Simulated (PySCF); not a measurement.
# HF/STO-3G run of NH3 (ammonia)

What is the energy change on altering one bond length of NH3 (ammonia) at HF/STO-3G? The job is set up through a Python script.

The results are computed with PySCF 2.14.0.

3 further runs of the same task are left out: 3 set aside as unsound or not needed.

## (1) The system as given

The species is NH3 (4 atoms), meant as a singlet with charge 0. As SMILES, `N`. Geometry: relaxed at PBE0-D4/def2-TZVP.

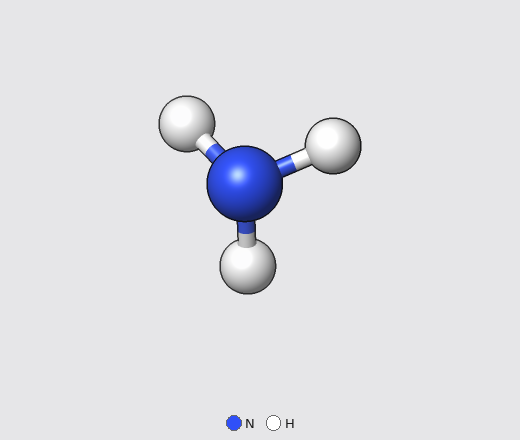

Viewed from a chosen angle; nitrogen blue, hydrogen white.

## (2) A single-point energy at HF/STO-3G

Input file run.py:

```python
from pyscf import gto, scf

molecule = gto.M(
    atom='N -0.069910 0.249470 0.110930; H 0.490470 -0.301820 0.749180; H -0.887480 -0.301940 -0.118910; H 0.466920 0.354280 -0.741200',
    spin=0,
    basis='sto-3g',
    verbose=4,
    max_memory=1860,
)

mf = scf.RHF(molecule)
mf.conv_tol = 1e-10
mf.kernel()
if not mf.converged:
    mf = mf.newton().run(mf.mo_coeff, mf.mo_occ)

e_tot = mf.e_tot
print('E(%s) = %.9f' % ('HF', e_tot))
```

Launch:

```
$ OMP_NUM_THREADS=1 python run.py
```

Log:

```text
PySCF version 2.14.0

[INPUT] num. atoms = 4
[INPUT] num. electrons = 10
[INPUT] charge = 0
[INPUT] spin (= nelec alpha-beta = 2S) = 0
[INPUT] symmetry False subgroup None
[INPUT] Mole.unit = angstrom
[INPUT] Symbol           X                Y                Z      unit          X                Y                Z       unit  Magmom
[INPUT]  1 N     -0.069910000000   0.249470000000   0.110930000000 AA   -0.132110753368   0.471429976295   0.209627318998 Bohr   0.0
[INPUT]  2 H      0.490470000000  -0.301820000000   0.749180000000 AA    0.926853972315  -0.570357138916   1.415745018002 Bohr   0.0
[INPUT]  3 H     -0.887480000000  -0.301940000000  -0.118910000000 AA   -1.677094141029  -0.570583906051  -0.224707333472 Bohr   0.0
[INPUT]  4 H      0.466920000000   0.354280000000  -0.741200000000 AA    0.882350922082   0.669492171411  -1.400665003528 Bohr   0.0

nuclear repulsion = 11.9495390170729
number of shells = 6
number of NR pGTOs = 24
number of NR cGTOs = 8
basis = sto-3g
ecp = {}

******** <class 'pyscf.scf.hf.RHF'> ********
method = RHF
initial guess = minao
damping factor = 0
level_shift factor = 0
DIIS = <class 'pyscf.scf.diis.CDIIS'>
diis_start_cycle = 1
diis_space = 8
diis_damp = 0
SCF conv_tol = 1e-10
SCF conv_tol_grad = None
SCF max_cycles = 50
direct_scf = True
direct_scf_tol = 1e-13
Set gradient conv threshold to 1e-05
Initial guess from minao.
init E= -55.3386791698481
  HOMO = -0.263766493795773  LUMO = 0.510264189604892  gap/eV = 21.06245
cycle= 1 E= -55.4341940539072  delta_E= -0.0955  |g|= 0.242  |ddm|= 2.07
  HOMO = -0.280047788343357  LUMO = 0.668762550910798  gap/eV = 25.81844
cycle= 2 E= -55.4532578265376  delta_E= -0.0191  |g|= 0.0416  |ddm|= 0.352
  HOMO = -0.350227694850902  LUMO = 0.637808984635477  gap/eV = 26.88585
cycle= 3 E= -55.453913206492  delta_E= -0.000655  |g|= 0.01  |ddm|= 0.0659
  HOMO = -0.351255197245487  LUMO = 0.638432175458395  gap/eV = 26.93077
cycle= 4 E= -55.4539892588119  delta_E= -7.61e-05  |g|= 0.00148  |ddm|= 0.0359
  HOMO = -0.351224766572383  LUMO = 0.638506802066398  gap/eV = 26.93197
cycle= 5 E= -55.4539908664487  delta_E= -1.61e-06  |g|= 4.52e-05  |ddm|= 0.00636
  HOMO = -0.351228483232552  LUMO = 0.638545194001147  gap/eV = 26.93311
cycle= 6 E= -55.4539908676618  delta_E= -1.21e-09  |g|= 8.09e-08  |ddm|= 0.000172
  HOMO = -0.351228472476299  LUMO = 0.638545173486274  gap/eV = 26.93311
cycle= 7 E= -55.4539908676618  delta_E= 2.84e-14  |g|= 1.84e-09  |ddm|= 3.6e-07
  HOMO = -0.351228471669755  LUMO = 0.638545171694781  gap/eV = 26.93311
Extra cycle  E= -55.4539908676618  delta_E=    0  |g|= 6.33e-10  |ddm|= 4.02e-09
converged SCF energy = -55.4539908676618
E(HF) = -55.453990868
```

Run time: 0.48 s. Hardware: 1 thread of Arm Neoverse V2, shared host; peak memory 0.1 GiB.

## (3) The distorted shape, same level

Input file job.py:

```python
from pyscf import gto, scf

mol = gto.Mole()
mol.atom = [
    ('N', (-0.338349, 0.197060, 0.537033)),
    ('H', (0.222031, -0.354230, 1.175283)),
    ('H', (-1.155919, -0.354350, 0.307193)),
    ('H', (0.466920, 0.354280, -0.741200)),
]
mol.charge = 0
mol.basis = 'sto-3g'
mol.max_memory = 1860
mol.verbose = 4
mol.build()

mf = scf.RHF(mol)
mf.conv_tol = 1e-10
mf.kernel()
if not mf.converged:
    mf = mf.newton().run(mf.mo_coeff, mf.mo_occ)

energy = mf.e_tot
print('E(%s) = %.9f' % ('HF', energy))
```

Launch:

```
$ OMP_NUM_THREADS=1 python job.py
```

Log:

```text
PySCF version 2.14.0

[INPUT] num. atoms = 4
[INPUT] num. electrons = 10
[INPUT] charge = 0
[INPUT] spin (= nelec alpha-beta = 2S) = 0
[INPUT] symmetry False subgroup None
[INPUT] Mole.unit = angstrom
[INPUT] Symbol           X                Y                Z      unit          X                Y                Z       unit  Magmom
[INPUT]  1 N     -0.338349000000   0.197060000000   0.537033000000 AA   -0.639386944520   0.372389430107   1.014845289854 Bohr   0.0
[INPUT]  2 H      0.222031000000  -0.354230000000   1.175283000000 AA    0.419577781163  -0.669397685105   2.220962988857 Bohr   0.0
[INPUT]  3 H     -1.155919000000  -0.354350000000   0.307193000000 AA   -2.184370332181  -0.669624452240   0.580510637384 Bohr   0.0
[INPUT]  4 H      0.466920000000   0.354280000000  -0.741200000000 AA    0.882350922082   0.669492171411  -1.400665003528 Bohr   0.0

nuclear repulsion = 10.5944755585626
number of shells = 6
number of NR pGTOs = 24
number of NR cGTOs = 8
basis = sto-3g
ecp = {}

******** <class 'pyscf.scf.hf.RHF'> ********
method = RHF
initial guess = minao
damping factor = 0
level_shift factor = 0
DIIS = <class 'pyscf.scf.diis.CDIIS'>
diis_start_cycle = 1
diis_space = 8
diis_damp = 0
SCF conv_tol = 1e-10
SCF conv_tol_grad = None
SCF max_cycles = 50
direct_scf = True
direct_scf_tol = 1e-13
Set gradient conv threshold to 1e-05
[... 1 set-up line as earlier in the session ...]
init E= -54.9833446966009
  HOMO = -0.237019597361492  LUMO = 0.148377209458052  gap/eV = 10.48718
cycle= 1 E= -55.3044577901608  delta_E= -0.321  |g|= 0.271  |ddm|= 2.06
  HOMO = -0.243848315689051  LUMO = 0.335510661970551  gap/eV = 15.76516
cycle= 2 E= -55.3297407237802  delta_E= -0.0253  |g|= 0.0924  |ddm|= 0.464
  HOMO = -0.330747298699741  LUMO = 0.311592518364913  gap/eV = 17.47896
cycle= 3 E= -55.3329084538093  delta_E= -0.00317  |g|= 0.0136  |ddm|= 0.128
  HOMO = -0.333740859526091  LUMO = 0.314806652670945  gap/eV = 17.64788
cycle= 4 E= -55.3331144471506  delta_E= -0.000206  |g|= 0.00402  |ddm|= 0.0522
  HOMO = -0.334288961043366  LUMO = 0.314131435310364  gap/eV = 17.64442
cycle= 5 E= -55.3331390398275  delta_E= -2.46e-05  |g|= 0.000986  |ddm|= 0.0207
  HOMO = -0.334521656851908  LUMO = 0.314346752854829  gap/eV = 17.65661
cycle= 6 E= -55.3331405470357  delta_E= -1.51e-06  |g|= 0.00025  |ddm|= 0.00489
  HOMO = -0.334559096435577  LUMO = 0.314257412447028  gap/eV = 17.65520
cycle= 7 E= -55.333140618923  delta_E= -7.19e-08  |g|= 7.73e-06  |ddm|= 0.00117
  HOMO = -0.334562706028123  LUMO = 0.314264409165664  gap/eV = 17.65549
cycle= 8 E= -55.3331406189537  delta_E= -3.07e-11  |g|= 1.23e-06  |ddm|= 1.28e-05
  HOMO = -0.334562468275475  LUMO = 0.314263775302121  gap/eV = 17.65546
Extra cycle  E= -55.3331406189544  delta_E= -7.82e-13  |g|= 3.48e-07  |ddm|= 2.03e-06
converged SCF energy = -55.3331406189544
E(HF) = -55.333140619
```

Wall time 0.46 s (1 thread of Arm Neoverse V2, shared host); peak memory 0.099 GiB.

## (4) Results

At HF/STO-3G:

| quantity | value |
| --- | --- |
| first shape: total energy | -55.45399 Eh |
| first shape: dipole moment | 1.77 D |
| first shape: HOMO energy | -9.56 eV |
| first shape: LUMO energy | 17.38 eV |
| first shape: HOMO–LUMO gap | 26.93 eV |
| distorted shape: total energy | -55.33314 Eh |
| distorted shape: dipole moment | 1.72 D |
| distorted shape: HOMO energy | -9.10 eV |
| distorted shape: LUMO energy | 8.55 eV |
| distorted shape: HOMO–LUMO gap | 17.66 eV |
| energy change with the N1–H4 bond stretched from 1.013 to 1.519 Å | 3.289 eV |

**Reading.** With the N1–H4 bond stretched from 1.013 to 1.519 Å the energy rises by 3.29 eV (76 kcal/mol). The first shape isn't relaxed at this level, so the change isn't measured from a minimum. The minimal basis adds a large error of its own. Mulliken charges (first shape) run from -0.47 on N1 to +0.16 on H2. Mulliken charges (distorted shape) run from -0.37 on N1 to +0.15 on H2.
